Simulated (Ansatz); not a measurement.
## Electronic structure of AlB$_{2}$H$_{5}$O (SMILES BB[O][AlH2]) in real space

Input

```
crystal:
  periodic: [false, false, false]
  atoms:
    - {symbol: B, position_ang: [-1.005165, 1.769699, -0.112507]}
    - {symbol: B, position_ang: [0.381238, 0.848403, 0.068104]}
    - {symbol: O, position_ang: [0.440553, -0.491870, 0.047324]}
    - {symbol: Al, position_ang: [0.586139, -2.168223, 0.037333]}
    - {symbol: H, position_ang: [-1.364392, 2.178525, -1.182559]}
    - {symbol: H, position_ang: [-1.655431, 2.133873, 0.828661]}
    - {symbol: H, position_ang: [1.423590, 1.457255, 0.232726]}
    - {symbol: H, position_ang: [0.843364, -2.861144, -1.355545]}
    - {symbol: H, position_ang: [0.438602, -2.912818, 1.419464]}
basis:
  gaussian: {orbitals: def2-TZVPP}
hamiltonian: {xc: pbe0, dispersion: d4}
output: {orbitals: {seedname: orbitals}}
```

Run with:

```sh
ansatz run in.yaml --threads 2 --pin off --events-out ev --progress --plain --max-ram 4352MiB
```

Geometry: PBE0-D4/def2-TZVP.

These are results of Ansatz 0.2.0, RKS PBE0-D4/def2-TZVPP, not measurements.

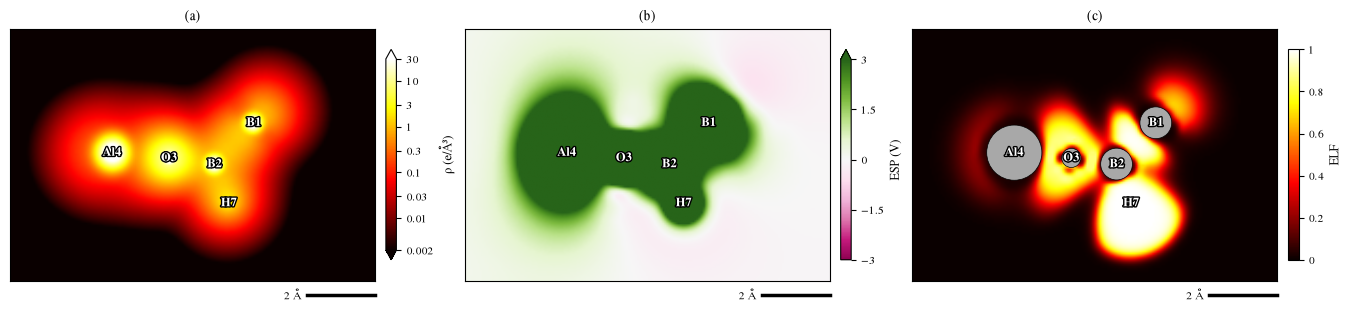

Figure 1. (a) electron density; (b) molecular electrostatic potential; (c) electron localisation function on the plane of atoms B1, B2 and O3. Grey discs cover the atomic cores in the ELF map.

What does the map show?

- The plane passes through B, O, Al and H nuclei.
- B–O (1.34 Å): ρ at the midpoint is about 2.1 e/Å³; the ELF peaks at about 0.85 between the atoms; a short, strongly polar bond.
- B–B (1.67 Å): ρ at the midpoint is about 1.2 e/Å³; the ELF peaks at about 1 between the atoms: a covalent bond.
- Al–O (1.68 Å): ρ at the midpoint is about 0.87 e/Å³; the ELF peaks at about 0.85 in the valence shell of O, 0.7 Å from its nucleus, and is about 0.35 at the midpoint.
- B–H (1.22 Å): ρ is about 1.2 e/Å³ halfway; the ELF climbs to about 1 towards the hydrogen, as it does in any bond to H (an ordinary covalent bond to hydrogen).
- The ELF also peaks beside O3, away from the bonds: lone-pair regions.
- Outside the dense part of the molecule the potential is most negative (−0.5 V) near H6, which lies off the plane.

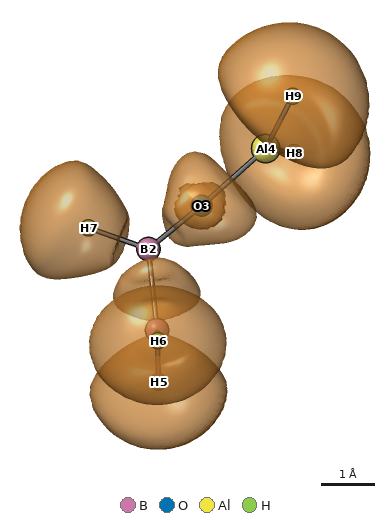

Figure 2. Isosurface of the electron localisation function at 0.75 (orange), seen at an oblique angle. Only the valence region is drawn (cores and ρ < 0.01 e/Å³ removed).

Describe the localisation domains.

The ELF exceeds this value in one region between bonded B–B atoms (shared pairs), five regions around hydrogen nuclei and one region on O in which the atom's valence shell and bonds are merged.

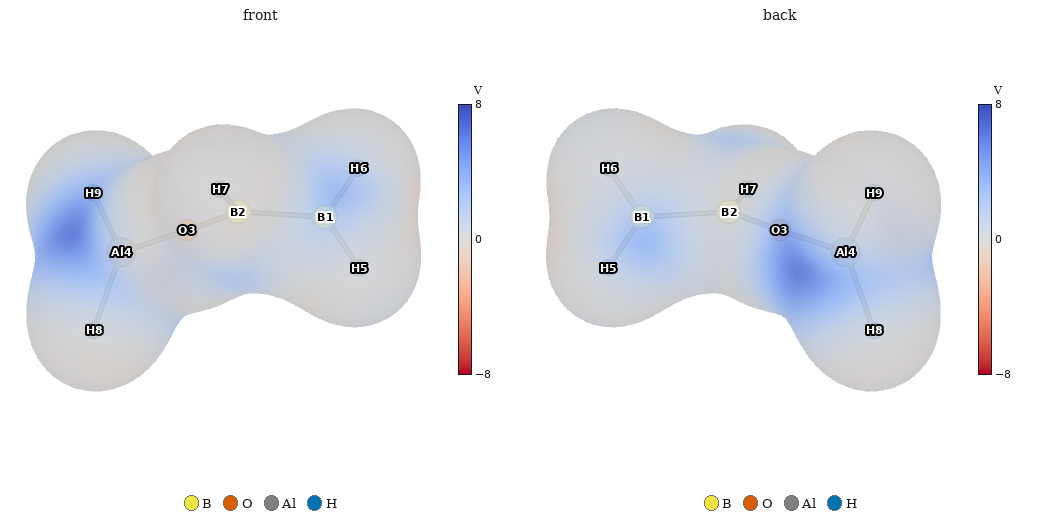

Figure 3. The electrostatic potential painted on the density surface at 0.004 e/bohr³, seen from the front and from behind; the colour scale runs from red (negative) to blue (positive).

Describe the electrostatic potential map.

The most negative region (about −0.5 V) lies over H6, the most positive (about +5.9 V) over Al4.
